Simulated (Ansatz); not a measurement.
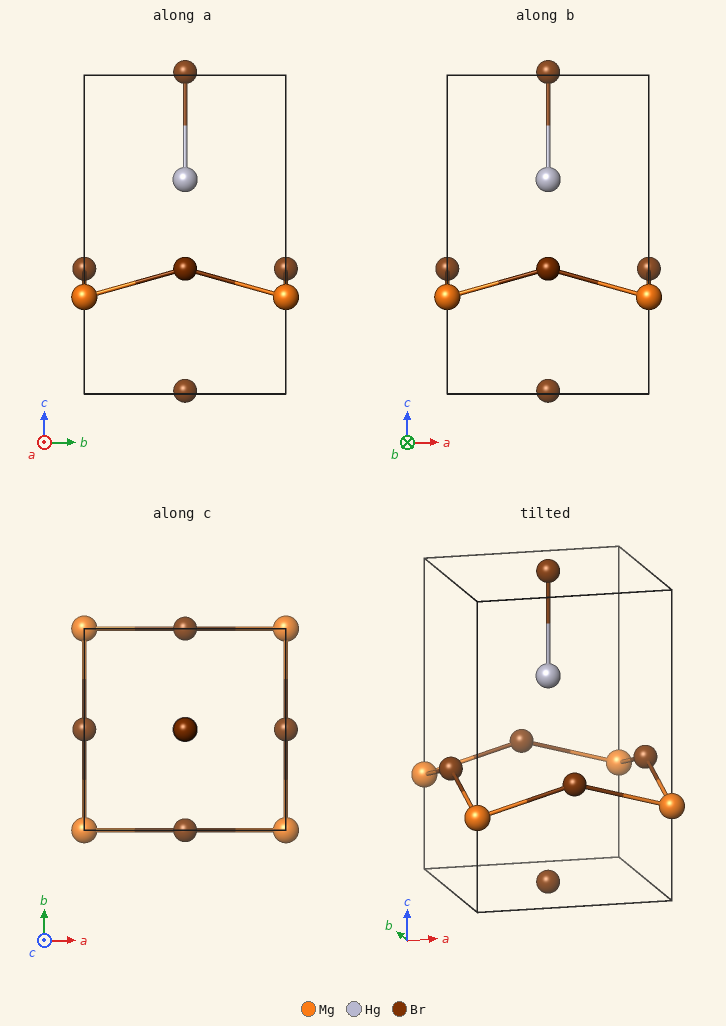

The crystal in a ball-and-stick representation, seen along the a axis, along the b axis, along the c axis and slightly off an axis. The conventional unit cell is outlined; an atom on or near a face, edge or corner is repeated at each equivalent position.

Lattice parameters: a = 5.045 Å, b = 5.045 Å, c = 7.978 Å, α = 90.00°, β = 90.00°, γ = 90.00°.

Reconstruct the structure as a table of Wyckoff sites, with free fractional coordinates to two decimals.

Space group P4mm (No. 99).
```csv
atom,site,x,y,z
Mg,1a,0.00,0.00,0.30
Hg,1b,0.50,0.50,0.67
Br,2c,0.00,0.50,0.39
Br,1b,0.50,0.50,0.01
```

The structure comes from a structure type filled with these elements by a generator (whether the compound takes this form wasn't checked). The final geometry of a relaxation with DFT PBE, scalar-relativistic, plane waves, PAW (Ansatz) is shown.
